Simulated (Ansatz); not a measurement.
## Frequency calculation of GeH3SOF3

GeH3SOF3, computed with RKS PBE-D4/def2-SVP (Ansatz 0.2.0).

It belongs to a series of runs on one base structure; here: vibrations at the highest image of the band.

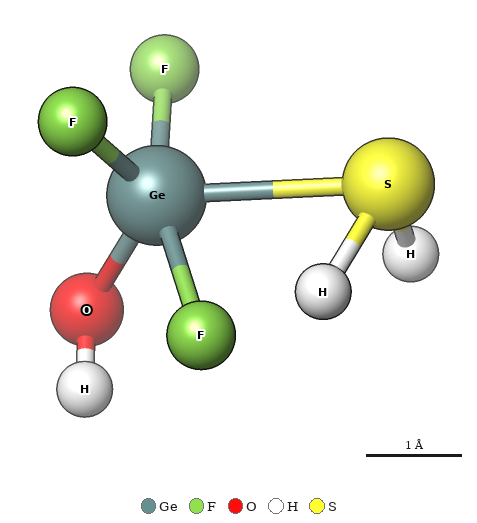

The structure (ball-and-stick view, seen at a tilt). Sticks mark near contacts. Bond lengths as drawn: F–Ge 1.74 to 1.98 Å, Ge–O 1.77 Å, Ge–S 2.47 Å, H–O 0.98 Å and H–S 1.36 to 1.50 Å.

### Key numbers

| quantity | value |
| --- | --- |
| outcome | converged |
| total energy | −77561.6101 eV |
| mean-field energy | −77561.3973 eV |
| largest force (length of the vector) | 0.005 eV/Å |
| hardware | 4 threads of AMD EPYC (Zen 3), 24 GiB of memory available, shared host |
| wall time | 36 s (CPU time 2.2 min) |
| peak memory | 0.2 GiB |

### The input
```yaml
crystal:
  periodic: [false, false, false]
  atoms:
    - { symbol: Ge, position_ang: [0.106693, -0.373391, -0.054305] }
    - { symbol: F, position_ang: [-0.706803, -0.668408, 1.725049] }
    - { symbol: F, position_ang: [1.176289, -0.419308, -1.442378] }
    - { symbol: F, position_ang: [0.07985, 1.342445, 0.231677] }
    - { symbol: O, position_ang: [-1.263093, -1.242298, -0.763811] }
    - { symbol: H, position_ang: [-1.913245, -1.359832, -0.040971] }
    - { symbol: S, position_ang: [1.805107, -1.490042, 1.355391] }
    - { symbol: H, position_ang: [1.429671, -2.710296, 0.872435] }
    - { symbol: H, position_ang: [0.49163, -1.257469, 2.038714] }
basis:
  gaussian: { orbitals: def2-SVP }
hamiltonian:
  xc: pbe
  dispersion: d4
phonons: {}
```

Run as:
```bash
ansatz run input.yaml --threads 4 --pin off --max-ram 5120MiB --backend cpu --events-out ev --progress --plain --runs-dir out
```

### The program's output
```
Engine: ansatz 0.2.0, x86_64-unknown-linux-gnu
Functional definition: PBE
  parameter kappa = 0.804
  parameter beta = 0.06672455060314922
  exchange = pbe_x(kappa = kappa, mu = beta*pi^2/3)
  correlation = pbe_c(beta = beta)
1317 factors; their error is unknown
mean field evaluation 1: about -77551.6042 eV, gradient 7.8e1 eV
mean field evaluation 2: about -77486.3628 eV, gradient 1.9e2 eV
mean field evaluation 4: about -77560.9416 eV, gradient 1.8e1 eV
mean field evaluation 8: about -77561.4777 eV, gradient 2.6e-1 eV
mean field evaluation 16: about -77561.3973 eV, gradient 1.5e-3 eV
mean field -77561.39725129 eV, -2850.3287759815 hartree, gradient 6.9e-5 eV, S^2 0.000000; 0 other end points of the search recorded, 0 dependent functions left out
the calculation of the forces begins
reference -77561.39728203 eV, -2850.3287771112 hartree; 43, 43 occupied and 78, 78 virtual orbitals, 1317 factors
these checks for a lower state are left out or cut short: stability, starts, cluster_reference, orbital_swaps, neighbouring_geometries, increment
1317 factors; their error is unknown
mean field -77561.39714547 eV, -2850.3287720927 hartree, gradient 2.1e-6 eV, S^2 0.000000; 0 other end points of the search recorded, 0 dependent functions left out
[... from here on the field's lines of each further geometry are left out, up to the last ...]
the calculation of the forces begins
reference -77561.39726599 eV, -2850.3287765217 hartree; 43, 43 occupied and 78, 78 virtual orbitals, 1317 factors
these checks for a lower state are left out or cut short: stability, starts, cluster_reference, orbital_swaps, neighbouring_geometries, increment
1317 factors; their error is unknown
mean field -77561.39722404 eV, -2850.3287749803 hartree, gradient 2.2e-6 eV, S^2 0.000000; 0 other end points of the search recorded, 0 dependent functions left out
the calculation of the forces begins
reference -77561.39725478 eV, -2850.3287761098 hartree; 43, 43 occupied and 78, 78 virtual orbitals, 1317 factors
WARN: phonons: modes at or below zero, which the zero-point energy, F, S and C_V leave out: 1, the lowest at -405.92 cm⁻¹. A minimum has none, and a first-order saddle one
Total energy: -77561.61010742 eV, -2850.3365983002 hartree
Atom 0 at     0.106693    -0.373391    -0.054305 Å, force    -0.000105     0.000883     0.001610 eV/Å
Atom 1 at    -0.706803    -0.668408     1.725049 Å, force     0.001604    -0.000563     0.000806 eV/Å
Atom 2 at     1.176289    -0.419308    -1.442378 Å, force     0.000154    -0.000804    -0.001088 eV/Å
Atom 3 at     0.079850     1.342445     0.231677 Å, force     0.000157    -0.000123    -0.001443 eV/Å
Atom 4 at    -1.263093    -1.242298    -0.763811 Å, force     0.000069     0.002304     0.004469 eV/Å
Atom 5 at    -1.913245    -1.359832    -0.040971 Å, force     0.000338    -0.001775    -0.003269 eV/Å
Atom 6 at     1.805107    -1.490042     1.355391 Å, force    -0.002055     0.000772     0.000676 eV/Å
Atom 7 at     1.429671    -2.710296     0.872435 Å, force     0.001073    -0.000854    -0.001085 eV/Å
Atom 8 at     0.491630    -1.257469     2.038714 Å, force    -0.001235     0.000160    -0.000675 eV/Å
Dipole moment:     0.062630    -0.669529     0.537991 e Å
Vibrations: -405.92 54.91 135.77 201.80 220.67 256.46 274.96 315.98 327.57 450.60 470.06 569.61 636.68 675.00 731.51 749.05 996.65 1115.26 1602.23 2609.52 3683.16 cm⁻¹, zero-point energy 0.996675 eV
```

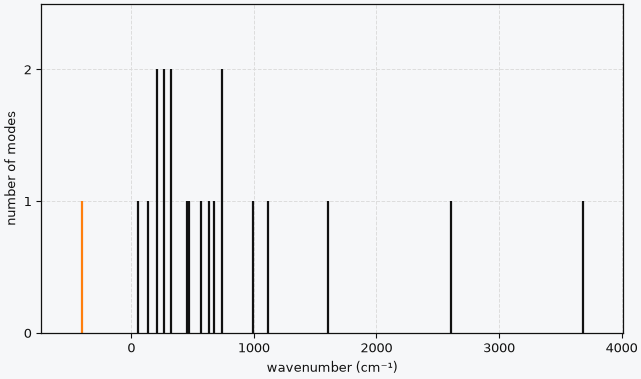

Harmonic vibrational wavenumbers from the force constants; neighbouring modes closer than 19 cm⁻¹ are counted in one stick, and imaginary ones are drawn at negative wavenumbers. 21 modes from 406i to 3683 cm⁻¹, 1 imaginary beyond 8i (406i cm⁻¹): a first-order saddle point, if the geometry is stationary.
